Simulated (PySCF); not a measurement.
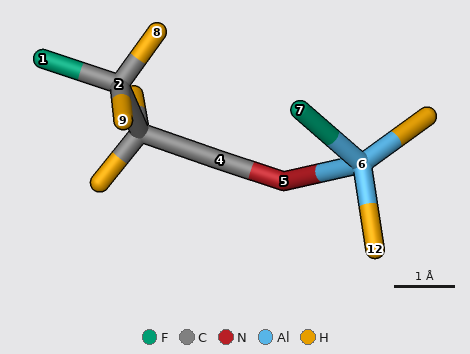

*The structure (stick view, seen at a tilt; atoms are numbered from 1 in the order of the input). Sticks mark near contacts.*

C₃H₆AlF₂N: excited-state calculation

- system: C₃H₆AlF₂N, SMILES FCCC#[N+][AlH2-][F]
- method: TDDFT CAM-B3LYP/def2-SVPD, vertical, gas phase, core orbitals frozen in the response (PySCF 2.14.0)

The geometry comes from this level: GFN2-xTB. It belongs to a series of runs on one base structure; here: terminal F group replaced by H.

## Output
```
coarse grid: 11840 points
cycle   1  E = -614.1529090227  dE =  6.556e-01  |g| = 8.356e-01  |ddm| = 4.408e+00
cycle   2  E = -613.9989222700  dE =  1.540e-01  |g| = 1.301e+00  |ddm| = 1.894e+00
cycle   3  E = -614.2960694263  dE = -2.971e-01  |g| = 1.205e-01  |ddm| = 1.089e+00
cycle   4  E = -614.2977323340  dE = -1.663e-03  |g| = 8.328e-02  |ddm| = 1.567e-01
cycle   5  E = -614.2990972170  dE = -1.365e-03  |g| = 1.019e-02  |ddm| = 8.488e-02
cycle   6  E = -614.2991184595  dE = -2.124e-05  |g| = 3.579e-03  |ddm| = 1.640e-02
cycle   7  E = -614.2991209881  dE = -2.529e-06  |g| = 1.176e-03  |ddm| = 5.363e-03
final grid: 111952 points
cycle   8  E = -614.3877990044  dE = -2.761e-05  |g| = 3.393e-03  |ddm| = 5.408e-02
cycle   9  E = -614.3877985571  dE =  4.474e-07  |g| = 3.991e-03  |ddm| = 7.752e-03
cycle  10  E = -614.3878012861  dE = -2.729e-06  |g| = 5.082e-04  |ddm| = 3.272e-03
cycle  11  E = -614.3878013238  dE = -3.768e-08  |g| = 2.894e-04  |ddm| = 7.560e-04
cycle  12  E = -614.3878013385  dE = -1.478e-08  |g| = 9.918e-05  |ddm| = 3.322e-04
cycle  13  E = -614.3878013406  dE = -2.110e-09  |g| = 1.520e-05  |ddm| = 1.073e-04
cycle  14  E = -614.3878013407  dE = -6.457e-11  |g| = 4.379e-06  |ddm| = 2.371e-05
```

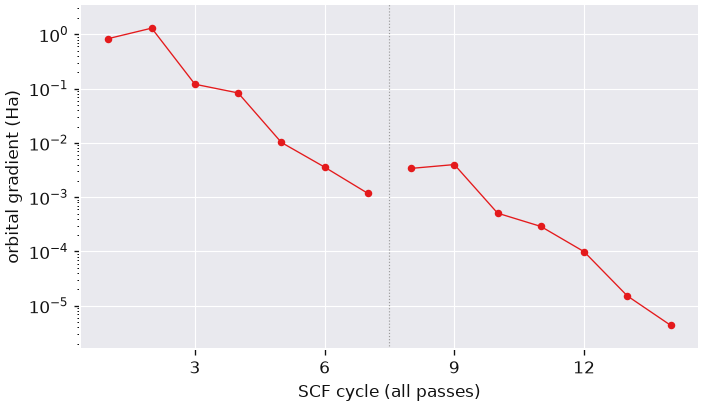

*Convergence of the self-consistent field: orbital gradient against the SCF cycle. The dotted line marks the change from a coarse to the final integration grid.*

The first 7 cycles use a coarse grid, the final grid takes over at cycle 8, and the field converges after 14 cycles in all.

```
converged SCF energy = -614.3878013407

Static polarisability (au): isotropic 68.863, principal 58.590 60.305 87.694

Singlet excitations
state   eV       nm        f      main configurations
  1   5.6946    217.7   0.00438   H->L 0.96
  2   6.4004    193.7   0.08553   H->L+1 0.97
  3   7.1417    173.6   0.03866   H->L+2 0.76
  4   7.2530    170.9   0.00126   H->L+5 0.62, H->L+4 0.14, H->L+6 0.09
  5   7.3345    169.0   0.09621   H-1->L 0.92
  6   7.5686    163.8   0.00022   H-6->L 0.48, H-3->L 0.20, H-2->L+1 0.09
  7   7.7837    159.3   0.00670   H-1->L+1 0.62, H-6->L 0.10, H-2->L+1 0.09
  8   7.9136    156.7   0.00949   H-2->L 0.52, H-6->L+1 0.19

Triplet excitations (Tamm-Dancoff, eV): 5.5792 5.9348 6.3794
```

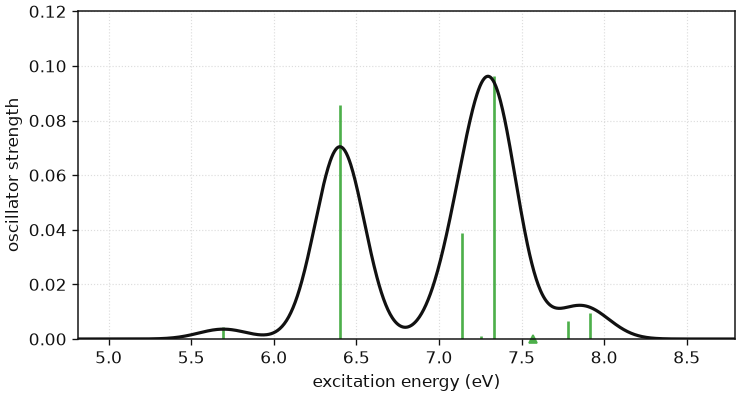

*Computed excitations as sticks (degenerate states added up, dark ones marked on the axis), with a Gaussian envelope of 0.35 eV full width at half maximum, scaled to the tallest.*

Of the 8 states the lowest lies at 5.69 eV (f = 0.004); the strongest line is at 7.33 eV, or 169 nm (f = 0.096).

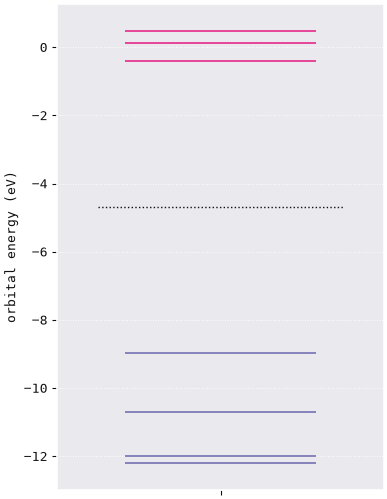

*Orbital energies near the frontier; the dotted line parts filled from empty levels, and levels within 0.02 eV of each other stand side by side.*

Highest filled −8.98 eV, lowest empty −0.41 eV, 8.57 eV apart.

This output came from the following input.

## Input
```
{"job": {"kind": "uv", "xc": "CAM-B3LYP", "basis": "def2-SVPD", "nstates": 8, "ntriplets": 3}, "charge": 0, "multiplicity": 1}
F      2.997088     0.544840     1.000821
C      1.650400     0.484809     0.780270
C      1.350181    -0.791514    -0.026285
C     -0.048755    -0.882409    -0.276309
N     -1.181649    -0.921511    -0.456403
Al    -2.634909     0.377366     0.112072
F     -1.601122     1.433733     0.889204
H      1.155279     0.467858     1.755427
H      1.362653     1.384440     0.228468
H      1.895718    -0.762122    -0.975009
H      1.681838    -1.668265     0.539197
H     -3.148212     0.847818    -1.261003
H     -3.482897    -0.514556     1.036047
```

The first line tells a small driver script what to run in PySCF; the rest is the geometry in Å.

Launch command:
```bash
OMP_NUM_THREADS=1 python <driver script> task.json out
```

## Summary

- outcome: converged
- total energy: −614.387801 hartree
- HOMO: −8.98 eV
- LUMO: −0.41 eV
- dipole moment: 5.51 D
- mean polarisability: 68.86 a.u.
- lowest singlet excitation: 5.69 eV
- hardware: 1 CPU thread, shared host
- wall time: 43 s
- peak memory: 0.89 GiB
